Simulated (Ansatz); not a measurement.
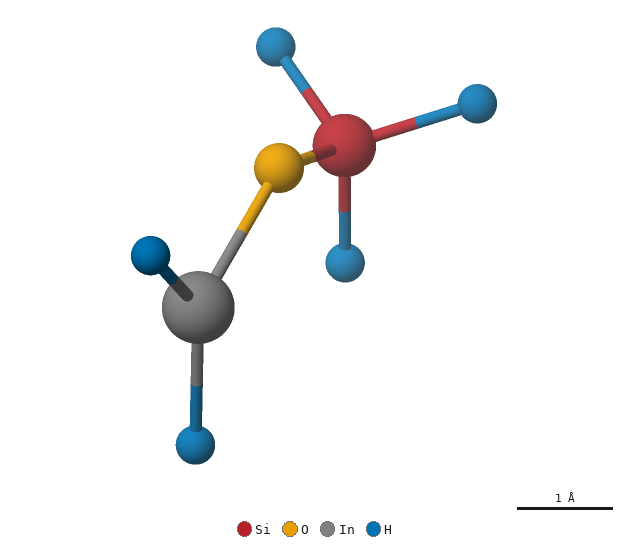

The picture shows a molecular structure as a ball-and-stick model.

**What is the molecular formula?**

H₅InOSi, 8 atoms: 5 hydrogen, 1 indium, 1 oxygen and 1 silicon.

**Give the symmetry (Schoenflies symbol).**

Cs.

**What is its SMILES?**

[SiH3][O][InH2]

**Name functional groups in it.**

Among them: Si–H bond, Si–O bond.

**Count the bonded pairs by element.**

3 Si–H, 2 In–H, 1 O–Si, 1 In–O.

More results for the same structure follow; atom numbers are the same in all pictures, views and colours differ. Computed geometry: PBE0-D4/def2-TZVP optimisation.

Vibrations

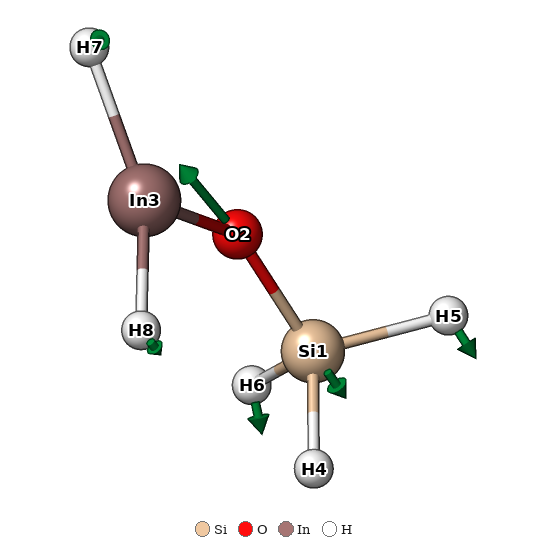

The arrows show one normal mode. Harmonic vibrations computed with RKS PBE0-D4/def2-TZVP, core potentials on In (Ansatz 0.2.0) at a stationary point of the same level.

**What kind of motion is it?**

Mostly O–Si stretching.

**Estimate its harmonic wavenumber.**

1011 cm⁻¹; it is mode 13 of 18 counted from the lowest.

Levels of theory compared

Program: Ansatz 0.2.0.

Tabulate HOMO–LUMO gap (eV), HOMO energy (eV), dipole (D) at these levels: B3LYP-D4/def2-TZVPP; PBE-D4/def2-TZVPP; r2SCAN-D4/def2-TZVPP; ωB97M-V/def2-TZVPP.

| level | HOMO–LUMO gap (eV) | HOMO energy (eV) | dipole (D) |
| --- | --- | --- | --- |
| B3LYP-D4/def2-TZVPP | 5.76 | −7.85 | 2.62 |
| PBE-D4/def2-TZVPP | 4.15 | −6.67 | 2.51 |
| r2SCAN-D4/def2-TZVPP | 4.76 | −6.98 | 2.61 |
| ωB97M-V/def2-TZVPP | 9.99 | −10.34 | 2.72 |

Charges

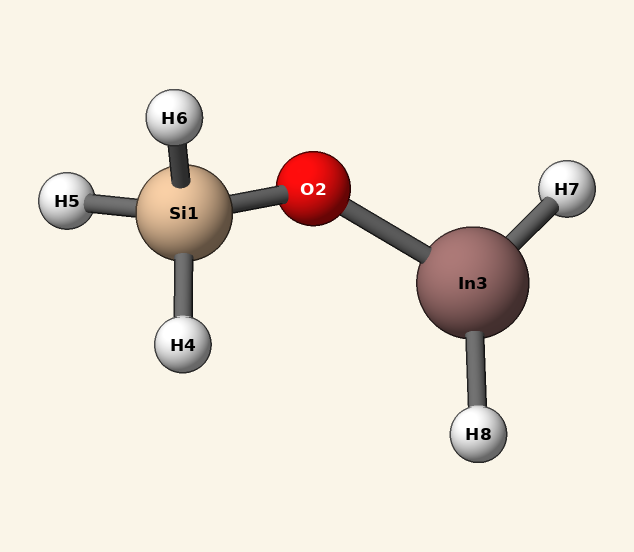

The questions are on Mulliken charges. Method: RKS B3LYP-D4/def2-TZVPP, core potentials on In (Ansatz 0.2.0).

**Which atom carries the highest charge (most positive or least negative)?**

In3 (0.66 e).

**And the lowest?**

O2 (−0.56 e).

List the Mulliken charges.

```
atom  value (e)
 Si1       0.43
  O2      −0.56
 In3       0.66
  H4      −0.10
  H5      −0.10
  H6      −0.10
  H7      −0.11
  H8      −0.11
```

Mulliken values depend strongly on the basis set and can even reverse the polarity of a bond.
